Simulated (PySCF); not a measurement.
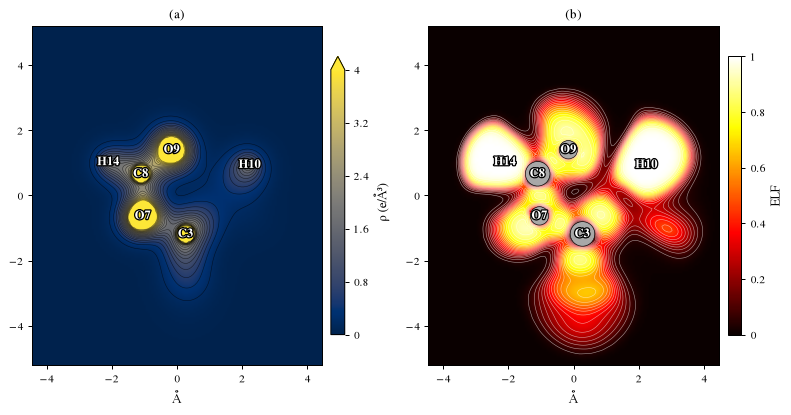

Figure. C4H5NO3Si (SMILES N#C[C@]([SiH3])(C=O)OC=O). (a) total electron density; (b) electron localisation function on the plane of atoms C3, O7 and C8. Grey discs cover the atomic cores in the ELF map.

Geometry: GFN2-xTB.

Theory: PBE0/pcSseg-1, SCF density, gas phase, non-relativistic (PySCF 2.14.0).

```xyz
14

N    -0.5104   -2.0237    2.2892
C    -0.3084   -1.4138    1.3430
C    -0.0722   -0.6291    0.1759
Si   -0.4774    1.2889    0.6001
C    -1.0146   -0.8953   -0.9395
O    -0.7020   -0.8748   -2.0979
O     1.2782   -0.8015   -0.2720
C     1.8097    0.2391   -0.8281
O     1.3305    1.3488   -0.8327
H    -1.0073    1.9965   -0.5508
H    -1.6330    1.0454    1.4923
H     0.5794    1.7661    1.4790
H    -2.0532   -1.0496   -0.5976
H     2.7802    0.0024   -1.2831
```

Q: What does the map show?

A: Atoms in the plane: C, O and H.
C–O (1.21 Å): ρ is about 3.3 e/Å³ halfway; the ELF peaks at about 0.85 between the atoms: a short, multiple covalent bond.
C–H (1.10 Å): the density is about 2.1 e/Å³ at the midpoint; the ELF climbs to about 1 towards the hydrogen, as it does in any bond to H: a covalent bond by its length.
C–O (1.29 Å): ρ at the midpoint is about 2.7 e/Å³; the ELF peaks at about 0.90 between the atoms (a polar covalent bond).
The ELF also peaks beside O7 and O9, away from the bonds: lone-pair regions.
